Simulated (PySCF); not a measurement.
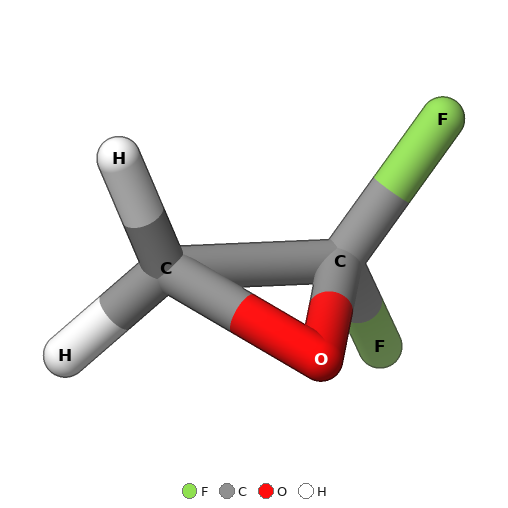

The picture shows a molecular structure as a stick model. Every bond is drawn as one stick, whatever its order.

The geometry was computed by an optimisation with PBE0-D3(BJ)/def2-SVP. No frequency run is at hand to confirm it as a minimum.

Question: Give the formula.

Answer: C2H2F2O, 7 atoms: 2 carbon, 2 hydrogen, 2 fluorine and 1 oxygen.

Question: Describe its rings.

Answer: Independent rings (smallest set): 1 of 3 members.

Question: Write the SMILES.

Answer: FC1(F)CO1

Question: How many bonds of each kind are drawn?

Answer: 2 C–F, 2 C–O, 2 C–H, 1 C–C.

The parts below concern this one geometry. Atoms keep their numbers from picture to picture.

**Geometry**

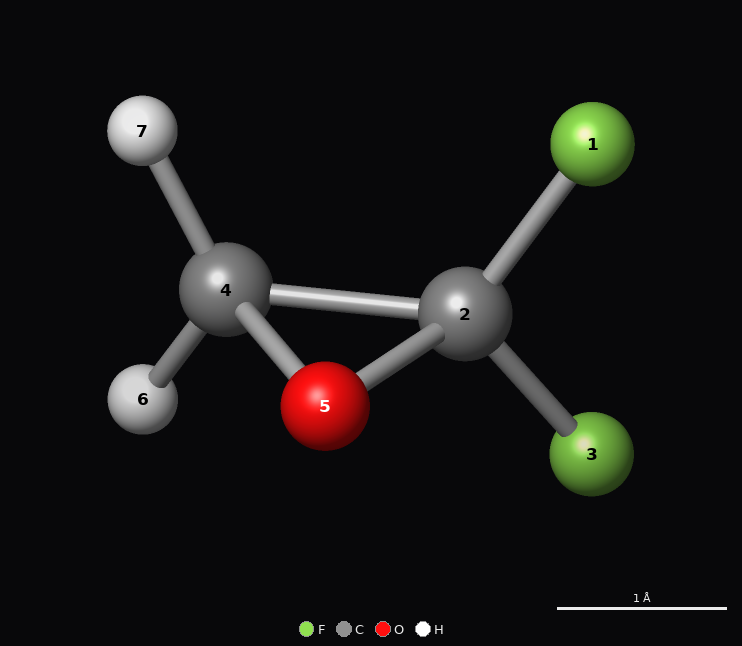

Atoms carry their numbers in the input. No frequency run is at hand to confirm it as a minimum.

Give these bond angles: F1–C2–F3, F1–C2–C4, F1–C2–O5, C4–C2–O5, C2–C4–O5, C2–C4–H6, O5–C4–H6, H6–C4–H7, C2–O5–C4.

```
   angle  degrees
F1–C2–F3    108.7
F1–C2–C4    122.3
F1–C2–O5    116.9
C4–C2–O5     62.8
C2–C4–O5     55.1
C2–C4–H6    119.6
O5–C4–H6    114.7
H6–C4–H7    117.2
C2–O5–C4     62.1
```

**Quadrupole coupling**

No frequency run is at hand to confirm it as a minimum. Electric field gradients from the ground-state density, PBE0/pcSseg-1 (PySCF 2.14.0), non-relativistic apart from any core potentials.

Give the largest field-gradient component, the quadrupole coupling constant and the asymmetry for 17O at O5 (Q = −25.6 mb).

| atom | V_zz (a.u.) | e²qQ/h (MHz) | η |
| --- | --- | --- | --- |
| O5 | −2.001 | 12.04 | 0.27 |

**Dipole moment**

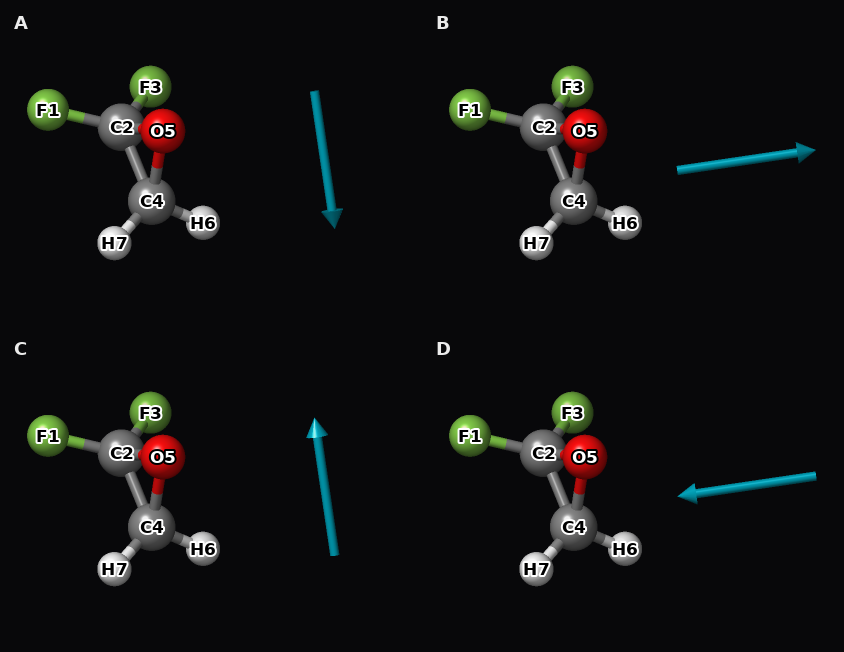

The same molecule four times, each with an arrow. No frequency run is at hand to confirm it as a minimum. Properties computed with B97-2/pcSseg-2, gas phase (PySCF 2.14.0).

Question: Which arrow points along the dipole moment, from the negative to the positive end?

Answer: A. The dipole moment is 2.36 D; it points from the side of F1, F3 to the side of H6, H7 (the outermost atoms at the two ends).

**Excitation**

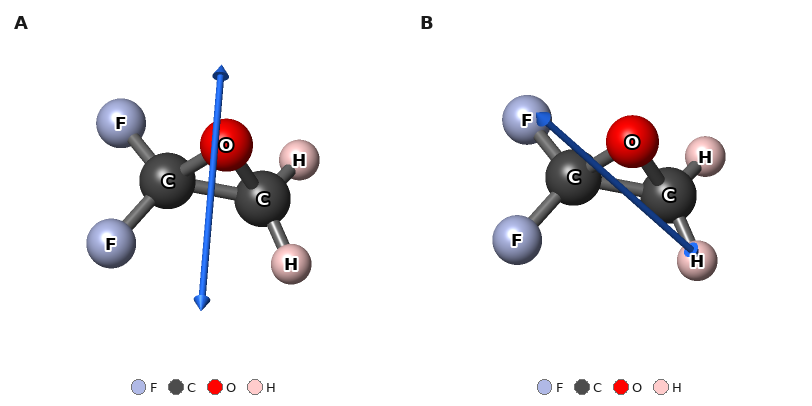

The double arrows show the directions of two transition dipoles from the ground state (lengths mean nothing). No frequency run is at hand to confirm it as a minimum. Level of theory: TDDFT PBE0/def2-SVPD, vertical, gas phase, core orbitals frozen in the response (PySCF 2.14.0).

Question: One belongs to singlet state 5 and one to singlet state 7. Which is which?

Answer: A: state 5, 9.94 eV (125 nm), oscillator strength 0.019, mainly HOMO → LUMO+2 (weight 0.96).
B: state 7, 10.22 eV (121 nm), oscillator strength 0.055, mainly HOMO → LUMO+3 (weight 0.94).

**Spin–spin coupling**

No frequency run is at hand to confirm it as a minimum. Method: B3LYP/pcJ-1 indirect spin-spin coupling, non-relativistic, gas phase (PySCF 2.14.0). Isotopes: 13C, 19F, 1H, 17O.

Give the spin–spin coupling constants of these pairs, with the number of bonds between them: C2/C4, C4/H6, F1/C4, C2/H7, F3/O5, H6/H7, F1/H6, F1/H7, F3/H7.

| pair | bonds apart | J (Hz) |
| --- | --- | --- |
| C2, C4 | 1 | 53.3 |
| C4, H6 | 1 | 187.4 |
| F1, C4 | 2 | 22.9 |
| C2, H7 | 2 | −4.3 |
| F3, O5 | 2 | −13.6 |
| H6, H7 | 2 | 5.2 |
| F1, H6 | 3 | −3.8 |
| F1, H7 | 3 | −5.9 |
| F3, H7 | 3 | −3.7 |

Density functionals are unreliable for couplings to fluorine, so those rows may be far off.
